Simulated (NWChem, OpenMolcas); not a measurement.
# C2H3F: a line through the functionals

C2H3F: 6 atoms, total charge 0, spin state singlet. SMILES: `C=CF`. Geometry: relaxed at PBE0-D4/def2-TZVP.

The dipole moment y, in D, basis def2-TZVP; a is the functional's share of exact exchange. Programs: NWChem 7.3.0, OpenMolcas 26.06.

```
functional     program     a  y (D)
    revPBE      NWChem     0   1.18
       PBE  OpenMolcas     0   1.21
     B3LYP      NWChem   0.2   1.35
  mPW1PW91  OpenMolcas  0.25   1.34
      PBE0  OpenMolcas  0.25      ?
     BHLYP      NWChem   0.5   1.48
```

**Question.** Fit y = c + s·a to the known rows and predict PBE0.

**Answer.** 
1. Means of the 5 rows: a = 0.1900, y = 1.312.
2. Σ(Δa)² = 0.172, Σ(Δa·Δy) = 0.0986, so the slope is 0.0986/0.172 = 0.57326.
3. Intercept: 1.312 − (0.57326) × 0.1900 = 1.203. The largest residual of the fit is 0.032.
4. PBE0: 1.203 + (0.57326) × 0.25 = 1.35 D.

The run gave 1.34 D, so the prediction is off by +0.01 D, within the scatter of the fit. More exact exchange makes the molecule more polar here. The measured value is 1.43 D (NIST CCCBDB).

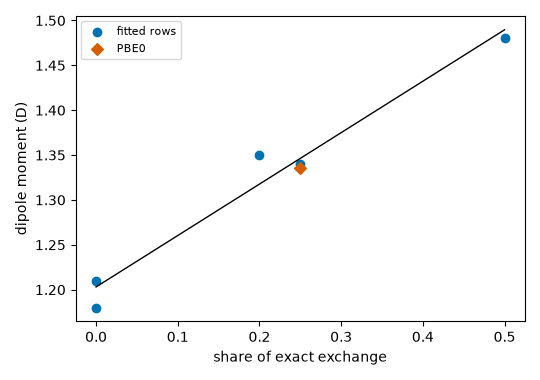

The fitted line, with the withheld row.
